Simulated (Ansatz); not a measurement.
**GeH (quartet): correlated methods under varied settings**

Aim: run GeH (quartet) at one geometry under a spread of methods and options, and see what each costs and gives.

Computed with Ansatz 0.2.0, Gaussian basis. Level: the settings change from run to run.

18 further runs of the same task are left out: 9 that didn't finish, 9 set aside as unsound or not needed.

**1. The system**

The geometry is a PBE0/def2-TZVP stationary point (not a proven minimum). No spin-orbit coupling is included. The filled d shell of Ge may be among the frozen orbitals whatever the setting's name suggests; the logs give the count.

2 atoms, charge 0, spin multiplicity 4.

Atoms are counted from 1 here; the program's logs count them from 0.

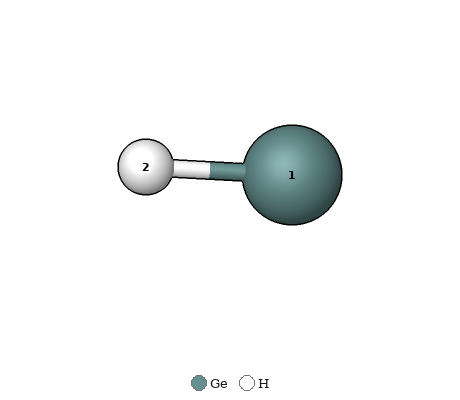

The structure; germanium teal, hydrogen white; atoms are numbered from 1 in the order of the file.

**2. MRCISD+Q(relaxed)(5,4)/STO-3G**

The input, in.yaml:

```yaml
crystal:
  periodic: [false, false, false]
  atoms:
    - {symbol: Ge, position_ang: [0.000000, 0.000000, 0.000000]}
    - {symbol: H, position_ang: [0.000000, 0.000000, 1.571873]}
basis:
  gaussian: {orbitals: STO-3G}
magnetization: {spin_polarized: false, initial_magnetization: 3}
correlation: {method: fic_mrcisd_q_relaxed, electrons: outside_noble_gas, active_space: {window: {electrons: 5, orbitals: 4}, states: [{multiplicity: 4, weights: [0.5, 0.5]}]}}
```

Command:

```console
ansatz run in.yaml --threads 1 --pin off --events-out ev --progress --plain --max-ram 2393MiB
```

Output, cut to the lines that bear on the results:

```text
Functional definition: HF
  name "HF"
  cite "Fock, Z. Phys. 61, 126 (1930) doi:10.1007/BF01340294"
  parent pbe
[...]
204 factors; integrals over basis functions are off by at most 3.6e-8 eV
[...]
mean field -55842.67532391 eV, -2052.1804666288 hartree, gradient 9.2e-7 eV, S^2 3.750000; 0 other end points of the search recorded, 0 dependent functions left out
reference -55842.67532391 eV, -2052.1804666288 hartree; 18, 15 occupied and 1, 4 virtual orbitals, 204 factors
state -55842.44143841 eV, -2052.1718714955 hartree
state -55835.51481396 eV, -2051.9173227418 hartree
contracted CI cycle   1: correlation 0.00000000 eV, 0.0000000000 hartree, residual 4.12e0 eV
contracted CI cycle   2: correlation -0.69834286 eV, -0.0256636267 hartree, residual 1.06e0 eV
contracted CI cycle   3: correlation -0.73912080 eV, -0.0271621885 hartree, residual 3.08e-1 eV
contracted CI cycle   4: correlation -0.74277466 eV, -0.0272964652 hartree, residual 8.29e-2 eV
contracted CI cycle   5: correlation -0.74318018 eV, -0.0273113680 hartree, residual 1.65e-2 eV
contracted CI cycle   6: correlation -0.74319006 eV, -0.0273117308 hartree, residual 1.29e-3 eV
contracted CI cycle   7: correlation -0.74319012 eV, -0.0273117331 hartree, residual 2.18e-4 eV
state -55842.44143841 eV, -2052.1718714955 hartree; corrected -55843.21197854 eV, -2052.2001883227 hartree
contracted CI cycle   1: correlation 0.00000000 eV, 0.0000000000 hartree, residual 4.30e0 eV
contracted CI cycle   2: correlation -1.42946332 eV, -0.0525318080 hartree, residual 7.32e-1 eV
contracted CI cycle   3: correlation -1.44159553 eV, -0.0529776587 hartree, residual 1.52e-1 eV
contracted CI cycle   4: correlation -1.44143228 eV, -0.0529716593 hartree, residual 7.14e-2 eV
contracted CI cycle   5: correlation -1.44156188 eV, -0.0529764221 hartree, residual 3.29e-2 eV
contracted CI cycle   6: correlation -1.44158276 eV, -0.0529771892 hartree, residual 1.11e-3 eV
contracted CI cycle   7: correlation -1.44158280 eV, -0.0529771907 hartree, residual 1.91e-4 eV
contracted CI cycle   8: correlation -1.44158280 eV, -0.0529771908 hartree, residual 7.62e-4 eV
contracted CI cycle   9: correlation -1.44158280 eV, -0.0529771907 hartree, residual 9.69e-5 eV
state -55835.51481396 eV, -2051.9173227418 hartree; corrected -55837.16595396 eV, -2051.9780010175 hartree
Total energy: -55840.18896625 eV, -2052.0890946701 hartree
```

Wall time 0.33 s (1 thread of Arm Neoverse V1, shared host).

From the report: 2 determinants; active occupations (of the averaged states) 1.50, 1.50, 1.00, 1.00.

**3. CCSD(T) on ROHF/cc-pVTZ**

The input, in.yaml:

```yaml
crystal:
  periodic: [false, false, false]
  atoms:
    - {symbol: Ge, position_ang: [0.000000, 0.000000, 0.000000]}
    - {symbol: H, position_ang: [0.000000, 0.000000, 1.571873]}
basis:
  gaussian: {orbitals: cc-pVTZ}
magnetization: {spin_polarized: false, initial_magnetization: 3}
correlation: {method: ccsd_t, electrons: outside_noble_gas}
scf: {omitted_lower_state_checks: [cluster_reference]}
```

Launched as before.

Output, cut to the lines that bear on the results:

```text
Functional definition: HF
  name "HF"
  cite "Fock, Z. Phys. 61, 126 (1930) doi:10.1007/BF01340294"
  parent pbe
[...]
360 factors; integrals over basis functions are off by at most 9.2e-4 eV
[...]
mean field -56487.76000988 eV, -2075.8868915842 hartree, gradient 9.2e-7 eV, S^2 3.750000; 0 other end points of the search recorded, 0 dependent functions left out
14 core orbitals not correlated: weight in the atoms' cores, before any rotation towards them, 1.000 or more for the frozen orbitals, at most 0.000 for the correlated occupied ones
reference -56487.76000988 eV, -2075.8868915842 hartree; 4, 1 occupied and 39, 42 virtual orbitals, 360 factors
second order -1.63098072 eV of doubles, -0.02358562 eV of singles
cycle   1  -1.94217357 eV  change   -2.9e-1 eV  update   5.2e-2
[...]
cycle  10  -2.10320900 eV  change   -1.5e-6 eV  update   3.6e-6
perturbative correction -0.07019477 eV, -0.0025796101 hartree
Total energy: -56489.93341365 eV, -2075.9667626993 hartree
Checks for a lower state left out: cluster_reference
```

Wall time 0.9 s (1 thread of Arm Neoverse V1, shared host).

From the report: correlation -2.1734 eV; T1 0.035; largest double amplitude 0.07.

**4. HF/def2-TZVP**

The input, in.yaml:

```yaml
crystal:
  periodic: [false, false, false]
  atoms:
    - {symbol: Ge, position_ang: [0.000000, 0.000000, 0.000000]}
    - {symbol: H, position_ang: [0.000000, 0.000000, 1.571873]}
basis:
  gaussian: {orbitals: def2-TZVP}
magnetization: {spin_polarized: true, initial_magnetization: 3}
hamiltonian: {xc: hf, pseudopotentials: {relativity: none}}
output: {forces: true, orbitals: {seedname: orbitals}}
```

The command is unchanged.

Output:

```text
Functional definition: HF
  name "HF"
  cite "Fock, Z. Phys. 61, 126 (1930) doi:10.1007/BF01340294"
  parent pbe
  exchange = exact_x
  correlation = 0
371 factors; integrals over basis functions are off by at most 1.2e-3 eV
mean field evaluation 1: about -56486.2090 eV, gradient 5.3e0 eV
mean field evaluation 2: about -56486.2108 eV, gradient 5.3e0 eV
mean field evaluation 4: about -56486.6957 eV, gradient 9.4e-1 eV
mean field evaluation 8: about -56486.7367 eV, gradient 1.8e-1 eV
mean field -56486.73837721 eV, -2075.8493472761 hartree, gradient 2.6e-5 eV, S^2 3.756980; 0 other end points of the search recorded, 0 dependent functions left out
the calculation of the forces begins
reference -56486.73837721 eV, -2075.8493472761 hartree; 18, 15 occupied and 36, 39 virtual orbitals, 371 factors
Total energy: -56486.73837721 eV, -2075.8493472761 hartree
Atom 0 at     0.000000     0.000000     0.000000 Å, force     0.000000     0.000000     0.477752 eV/Å
Atom 1 at     0.000000     0.000000     1.571873 Å, force    -0.000000    -0.000000    -0.477752 eV/Å
Dipole moment:    -0.000000    -0.000000    -0.017060 e Å
```

It took 0.48 s on 1 thread of Arm Neoverse V1, shared host.

From the report: ⟨S²⟩ of the determinant 3.757 (pure quartet: 3.75).

**5. BCCD(T) on ROHF/cc-pVTZ**

The input, in.yaml:

```yaml
crystal:
  periodic: [false, false, false]
  atoms:
    - {symbol: Ge, position_ang: [0.000000, 0.000000, 0.000000]}
    - {symbol: H, position_ang: [0.000000, 0.000000, 1.571873]}
basis:
  gaussian: {orbitals: cc-pVTZ}
magnetization: {spin_polarized: false, initial_magnetization: 3}
correlation: {method: bccd_t, electrons: valence, diis_vectors: 4}
```

Launched as before.

Output, cut to the lines that bear on the results:

```text
Functional definition: HF
  name "HF"
  cite "Fock, Z. Phys. 61, 126 (1930) doi:10.1007/BF01340294"
  parent pbe
[...]
360 factors; integrals over basis functions are off by at most 9.2e-4 eV
[...]
mean field -56487.76000988 eV, -2075.8868915842 hartree, gradient 9.2e-7 eV, S^2 3.750000; 0 other end points of the search recorded, 0 dependent functions left out
[...]
9 core orbitals not correlated: weight in the atoms' cores, before any rotation towards them, 1.000 or more for the frozen orbitals, at most 0.000 for the correlated occupied ones
reference -56487.76000988 eV, -2075.8868915842 hartree; 9, 6 occupied and 39, 42 virtual orbitals, 360 factors
second order -3.57942339 eV of doubles, -0.04507696 eV of singles
cycle   1  -3.78653565 eV  change   -1.6e-1 eV  update   6.4e-2
[...]
cycle  11  -4.00735216 eV  change   -3.6e-6 eV  update   5.1e-6
perturbative correction -0.20089557 eV, -0.0073827760 hartree
Total energy: -56491.96825761 eV, -2076.0415418357 hartree
```

It took 2.6 s on 1 thread of Arm Neoverse V1, shared host.

From the report: correlation -4.2082 eV; largest double amplitude 0.07.

**6. CASSCF(3,6)/aug-cc-pVDZ**

The input, in.yaml:

```yaml
crystal:
  periodic: [false, false, false]
  atoms:
    - {symbol: Ge, position_ang: [0.000000, 0.000000, 0.000000]}
    - {symbol: H, position_ang: [0.000000, 0.000000, 1.571873]}
basis:
  gaussian: {orbitals: aug-cc-pVDZ}
magnetization: {spin_polarized: false, initial_magnetization: 3}
correlation: {active_space: {window: {electrons: 3, orbitals: 6}, states: [{multiplicity: 4, weights: [0.5, 1]}], root: 1}}
output: {forces: true}
```

Same command.

Output, cut to the lines that bear on the results:

```text
Functional definition: HF
  name "HF"
  cite "Fock, Z. Phys. 61, 126 (1930) doi:10.1007/BF01340294"
  parent pbe
[...]
780 factors; integrals over basis functions are off by at most 2.0e-7 eV
[...]
mean field -56485.85643992 eV, -2075.8169366786 hartree, gradient 1.6e-6 eV, S^2 3.750000; 0 other end points of the search recorded, 0 dependent functions left out
reference -56485.85643992 eV, -2075.8169366786 hartree; 18, 15 occupied and 27, 30 virtual orbitals, 780 factors
state -56485.74214015 eV, -2075.8127362394 hartree
state -56481.53585279 eV, -2075.6581580298 hartree
[...]
Total energy: -56481.53585279 eV, -2075.6581580298 hartree
Atom 0 at     0.000000     0.000000     0.000000 Å, force     0.000000    -0.000000    -4.749168 eV/Å
Atom 1 at     0.000000     0.000000     1.571873 Å, force    -0.000000     0.000000     4.749168 eV/Å
Dipole moment:     0.000000     0.000000     0.180203 e Å
```

Wall time 4.8 s (1 thread of Arm Neoverse V1, shared host).

From the report: 20 determinants; active occupations (of the averaged states) 1.00, 1.00, 0.67, 0.33, 0.00, 0.00.

**7. All runs side by side**

Where basis and cores are those of an earlier FCI/cc-pVTZ run (-56489.9514 eV), and the state is the same kind, the miss against it is given.

| level | correlated | functions | energy (eV) | from FCI (meV) | time |
| --- | --- | --- | --- | --- | --- |
| MRCISD+Q(relaxed)(5,4)/STO-3G (mean of several states) | outside noble gas | 19 | -55840.1890 |  | 0.33 s |
| CCSD(T) on ROHF/cc-pVTZ | outside noble gas | 57 | -56489.9334 | 18.0 | 0.9 s |
| HF/def2-TZVP |  | 54 | -56486.7384 |  | 0.48 s |
| BCCD(T) on ROHF/cc-pVTZ | valence | 57 | -56491.9683 |  | 2.6 s |
| CASSCF(3,6)/aug-cc-pVDZ (excited root 1 of an average) |  | 45 | -56481.5359 |  | 4.8 s |

**8. Outcome**

| quantity | value |
| --- | --- |
| runs | 5 |
| quickest | MRCISD+Q(relaxed)(5,4)/STO-3G (mean of several states), 0.33 s |
| slowest | CASSCF(3,6)/aug-cc-pVDZ (excited root 1 of an average), 4.8 s |

Total energies in different bases, with other cores or another treatment of relativity can't be set against each other. CASSCF(3,6)/aug-cc-pVDZ (excited root 1 of an average) took 15 times as long as MRCISD+Q(relaxed)(5,4)/STO-3G (mean of several states); the jobs differ in more than the method.
